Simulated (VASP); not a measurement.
Band structure of InP (space group F-43m). These are LDA (Ceperley-Alder, Perdew-Zunger), VASP's LDA PAW potentials (set 64) (plane waves; VASP) values and carry that method's errors.

Unless said otherwise, spin-orbit coupling is left out, though it shifts the bands of the heavy elements here.

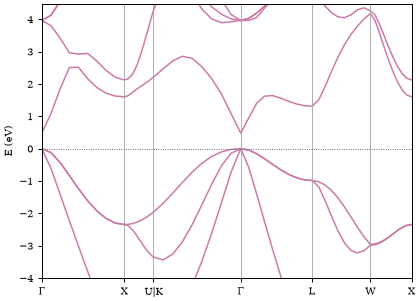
*Bands along high-symmetry lines, zero at the valence-band maximum or, without a gap, the Fermi level*

Question: Read the plot: is there a gap, and where are the band edges?

Answer: The gap is direct, 0.48 eV, from the valence maximum at Γ to the conduction minimum at Γ.

The structure is a typed InP crystal (F-43m). The cell was not relaxed at this level.
